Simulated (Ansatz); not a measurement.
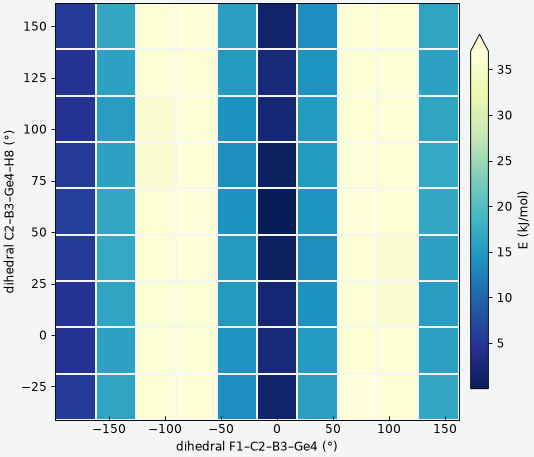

Energy landscape of CH₆BFGe, SMILES FC[BH][GeH3]. First axis: dihedral F1–C2–B3–Ge4. Second axis: dihedral C2–B3–Ge4–H8. Nothing is relaxed (all other coordinates rigid). The grid has 10 × 9 points. Energies are in kJ/mol, from the relaxed molecule at the same level. All numbers below come from RHF/def2-TZVP (Ansatz).

The picture shows one coloured cell a grid point, one colour for all values above the top of the scale. 

Q: Describe this landscape.

A: The lowest grid point is at dihedral F1–C2–B3–Ge4 = 0°, dihedral C2–B3–Ge4–H8 = 60.0°, 0.0 kJ/mol from the relaxed molecule at the same level. Other grid points that lie below all their neighbours: dihedral F1–C2–B3–Ge4 = −180°, dihedral C2–B3–Ge4–H8 = −7.5° (4.7 kJ/mol higher); dihedral F1–C2–B3–Ge4 = −180°, dihedral C2–B3–Ge4–H8 = 127.5° (4.7 kJ/mol higher). The highest grid point, dihedral F1–C2–B3–Ge4 = 72°, dihedral C2–B3–Ge4–H8 = −30.0°, lies 37.0 kJ/mol above the lowest.

The input of one point:

```yaml
crystal:
  periodic: [false, false, false]
  atoms:
    - { symbol: F, position_ang: [-1.975888, 0.33328, -0.303166] }
    - { symbol: C, position_ang: [-0.901138, 0.88343, -0.957767] }
    - { symbol: B, position_ang: [0.496432, 0.384639, -0.453938] }
    - { symbol: Ge, position_ang: [0.713613, -1.012478, 1.097054] }
    - { symbol: H, position_ang: [-1.010296, 0.666745, -2.018998] }
    - { symbol: H, position_ang: [-0.966182, 1.965274, -0.855277] }
    - { symbol: H, position_ang: [1.437752, 0.854192, -1.013059] }
    - { symbol: H, position_ang: [0.020031, -2.334492, 0.725648] }
    - { symbol: H, position_ang: [0.074642, -0.477292, 2.390152] }
    - { symbol: H, position_ang: [2.193918, -1.317687, 1.389506] }
basis:
  gaussian: { orbitals: def2-TZVP }
hamiltonian:
  xc: hf
output:
  forces: true
```

Each point was launched as `ansatz run input.yaml --threads 1 --pin off --max-ram 2560MiB --backend cpu --events-out ev --progress --plain --runs-dir out`. Time for the 90 points that were run: 11 min on 1 thread of Arm Neoverse V1, with other jobs on the host.
